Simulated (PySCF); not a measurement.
C$_{3}$H$_{10}$O$_{3}$SSi

```yaml
atoms:
  - { symbol: C, position_ang: [-2.6056, 2.0477, -0.3857] }
  - { symbol: Si, position_ang: [-1.6733, 0.5220, 0.2012] }
  - { symbol: O, position_ang: [-1.9203, -0.6917, -0.8301] }
  - { symbol: O, position_ang: [-0.0993, 1.0419, 0.2319] }
  - { symbol: C, position_ang: [0.9869, 0.3070, 0.6090] }
  - { symbol: S, position_ang: [1.4433, -0.9298, -0.7267] }
  - { symbol: C, position_ang: [2.9041, -1.5989, 0.1791] }
  - { symbol: O, position_ang: [0.4184, -1.9891, -0.6350] }
  - { symbol: H, position_ang: [-2.2909, 2.3587, -1.3761] }
  - { symbol: H, position_ang: [-3.6654, 1.8272, -0.4278] }
  - { symbol: H, position_ang: [-2.4648, 2.8836, 0.2896] }
  - { symbol: H, position_ang: [-2.0042, 0.1078, 1.5711] }
  - { symbol: H, position_ang: [-1.2320, -1.3767, -0.9012] }
  - { symbol: H, position_ang: [1.8495, 0.9673, 0.7325] }
  - { symbol: H, position_ang: [0.8048, -0.2738, 1.5197] }
  - { symbol: H, position_ang: [3.2722, -2.4505, -0.3830] }
  - { symbol: H, position_ang: [2.6033, -1.9178, 1.1705] }
  - { symbol: H, position_ang: [3.6644, -0.8286, 0.2294] }
```

Geometry: GFN2-xTB.

Method: PySCF 2.14.0, PBE0/pcSseg-1, SCF density, gas phase, non-relativistic.

> Predict the electron density and electron localisation function between the atoms.

C–O (1.36 Å): ρ at the midpoint is about 2.2 e/Å³, with its minimum of 1.9 e/Å³ about 0.5 Å from C; the ELF peaks at about 0.85 between the atoms; a polar covalent bond.
C–S (1.84 Å): the density is about 1.2 e/Å³ at the midpoint; the ELF peaks at about 0.95 between the atoms; localised, covalent bonding.

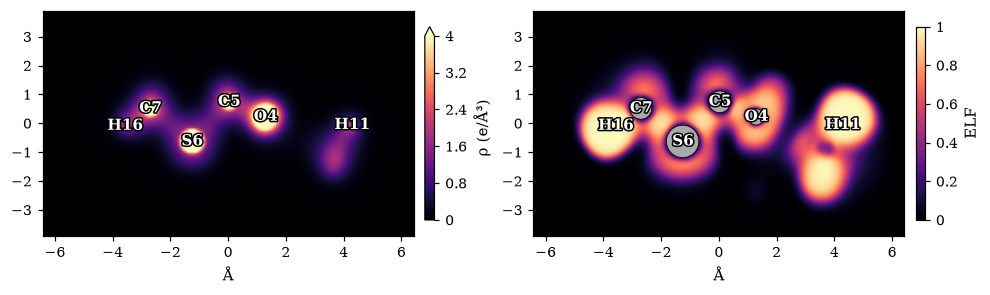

Computed electron density and electron localisation function on the plane of atoms C5, S6 and C7, in this order. Grey discs cover the atomic cores in the ELF map. 
